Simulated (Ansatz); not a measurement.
**CH4GaN: density, localisation and related maps**

Input file:

```
crystal:
  periodic: [false, false, false]
  atoms:
    - {symbol: C, position_ang: [-1.361397, 2.274467, 3.387068]}
    - {symbol: Ga, position_ang: [-1.247805, -0.741756, 3.680239]}
    - {symbol: "N", position_ang: [-1.416939, 0.936092, 2.813123]}
    - {symbol: H, position_ang: [-0.539086, 2.879178, 2.974732]}
    - {symbol: H, position_ang: [-2.294974, 2.838725, 3.238953]}
    - {symbol: H, position_ang: [-1.569047, 0.960118, 1.805959]}
    - {symbol: H, position_ang: [-1.196861, 2.205164, 4.469883]}
basis:
  gaussian:
    orbitals: def2-TZVPD
hamiltonian:
  xc: pbe0
output: {forces: true, orbitals: {seedname: orbitals}}
```

Launched as:

```sh
ansatz run input.yaml --threads 1 --pin off --max-ram 2610MiB --events-out events.jsonl --progress --plain --runs-dir runs
```

Geometry: B3LYP/6-31G*.

Method: Ansatz, isolated molecule in a Gaussian basis; Kohn-Sham density functional theory, functional PBE0.

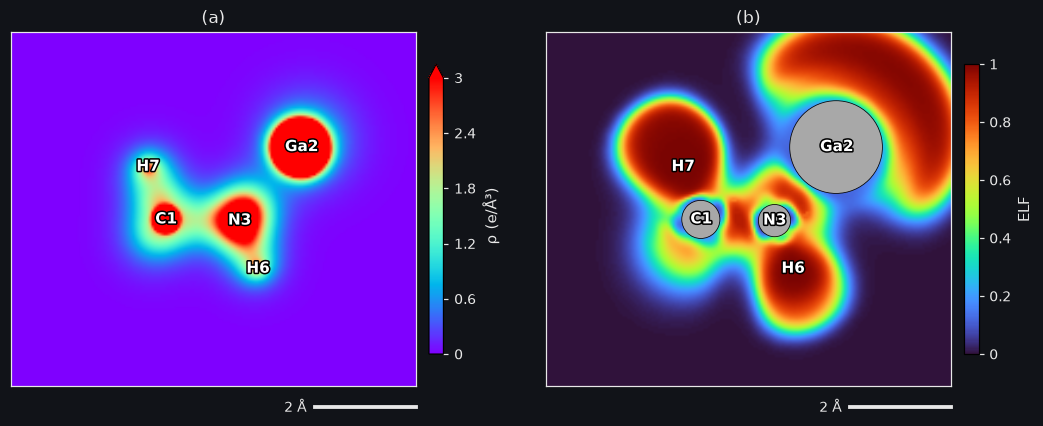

Figure 1. (a) total electron density; (b) ELF on the plane of atoms C1, N3 and H6. Grey discs cover the atomic cores in the ELF map.

> Interpret the plot.

The section cuts through C, Ga, N and H sites. C–N (1.46 Å): the density is about 1.9 e/Å³ at the midpoint; the ELF peaks at about 0.90 between the atoms, as expected for localised, covalent bonding. Ga–N (1.90 Å): the density is about 0.79 e/Å³ at the midpoint; the ELF peaks at about 0.90 in the valence shell of N, 0.6 Å from its nucleus, and is about 0.35 at the midpoint. N–H (1.02 Å): the density is about 2.8 e/Å³ at the midpoint; the ELF climbs to about 1 towards the hydrogen, as it does in any bond to H; a covalent bond by its length. C–H (1.10 Å): ρ at the midpoint is about 2 e/Å³; the ELF climbs to about 1 towards the hydrogen; an ordinary covalent bond to hydrogen.

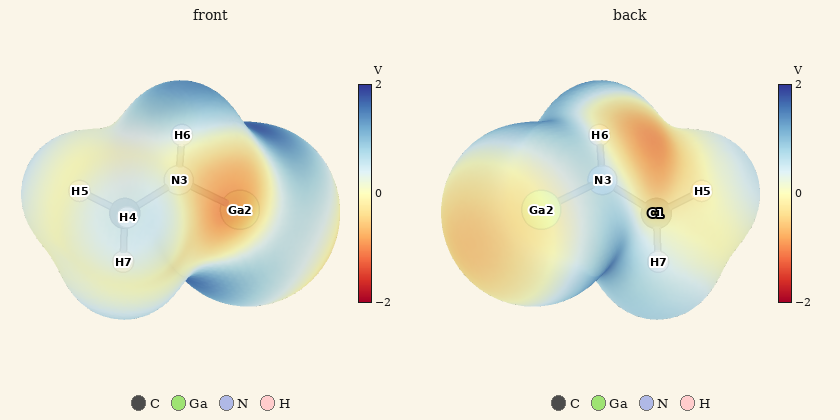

Figure 2. The molecular electrostatic potential painted on the density surface at 0.002 e/bohr³, seen from the front and from behind; red is negative and blue positive.

> Where is the surface potential most negative and most positive?

The most negative region (about −0.9 V) lies over N3, the most positive (about +1.7 V) over Ga2.

> What dipole moment does the calculation give?

Its dipole moment is 0.74 D.

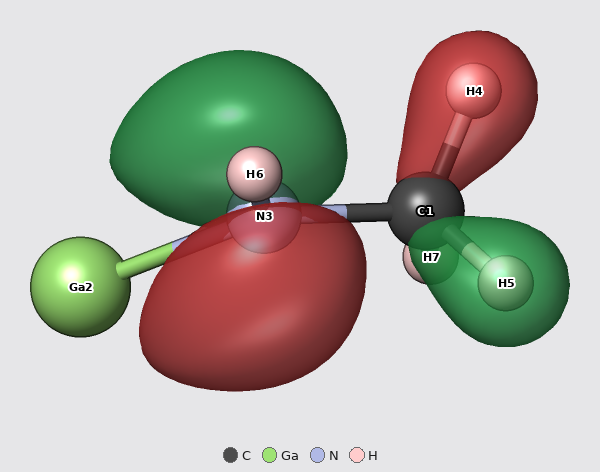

Figure 3. One frontier orbital at ±0.15 Å⁻³ᐟ² (green and red are the two phases), seen at an oblique angle.

> Which orbital is it: HOMO or LUMO?

The HOMO, at −6.37 eV. By Hirshfeld shares it lies mainly on N3 (about 60 %), Ga2 (about 15 %) and C1 (about 10 %).
